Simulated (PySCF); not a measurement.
WCl (charge +1, quintet)

```xyz
2

W     0.0000    0.0000   -0.3455
Cl    0.0000    0.0000    1.8175
```

Core potentials replace the inner electrons of W.

Level of theory: PBE0/def2-TZVPPD, non-relativistic Hamiltonian with scalar-relativistic core potentials where named, at a bond length of 2.163 Å in PySCF 2.14.0.

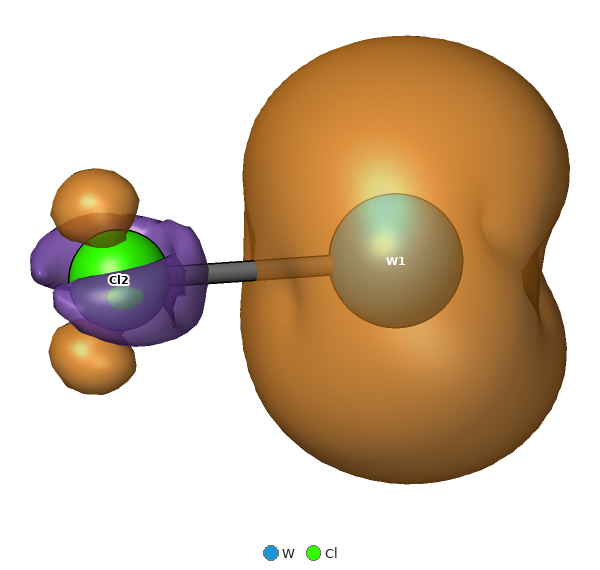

Figure 1. Isosurfaces of the spin density (α minus β) at +0.05 (orange) and −0.05 e/Å³ (purple), seen from one side.

### Which atoms carry the spin?

The unpaired spin (4 electrons) lies mostly on W1 (about 4.0), in electrons by Hirshfeld's partition.

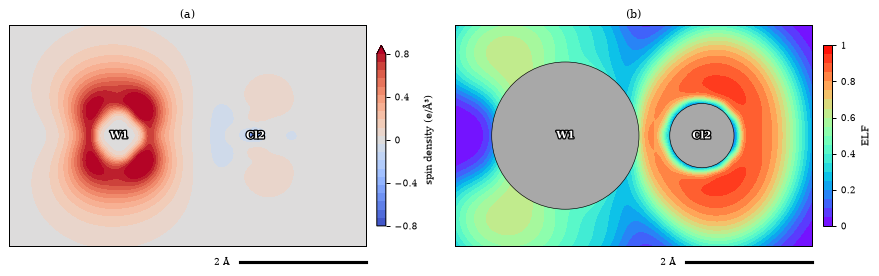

Figure 2. (a) spin density; (b) electron localisation function on a plane that holds the molecular axis. Grey discs cover the atomic cores in the ELF map.

### Describe what can be read from this map.

The plane passes through W and Cl nuclei. W–Cl (2.16 Å): the ELF peaks at about 0.80 in the valence shell of Cl, 0.8 Å from its nucleus, and is about 0.45 at the midpoint.
